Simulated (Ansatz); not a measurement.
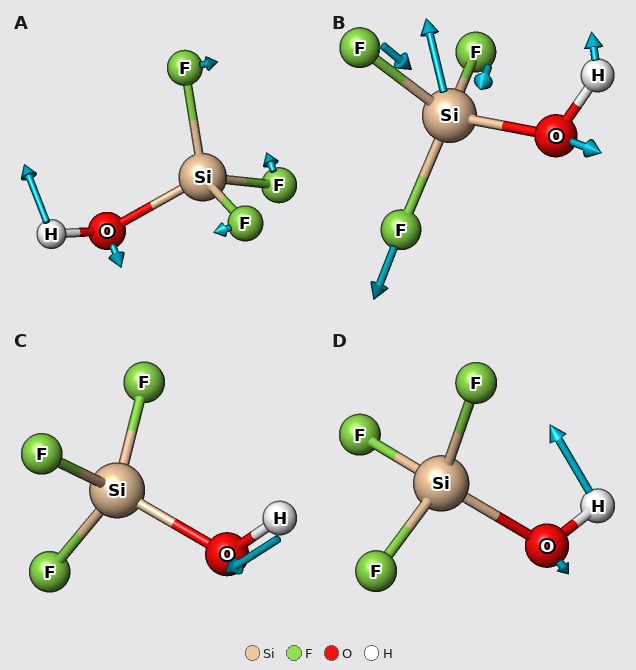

4 normal modes of one molecule or complex, as arrows. Harmonic vibrations computed with RKS PBE0-D4/def2-TZVP (Ansatz 0.2.0) at a stationary point of the same level.

Question: Match the panels to the wavenumbers 281 cm⁻¹, 772 cm⁻¹, 1021 cm⁻¹, 3941 cm⁻¹.

Answer: A: 281 cm⁻¹, angle bending
B: 1021 cm⁻¹, out-of-phase stretching of 3 F–Si bonds
C: 3941 cm⁻¹, O–H stretching
D: 772 cm⁻¹
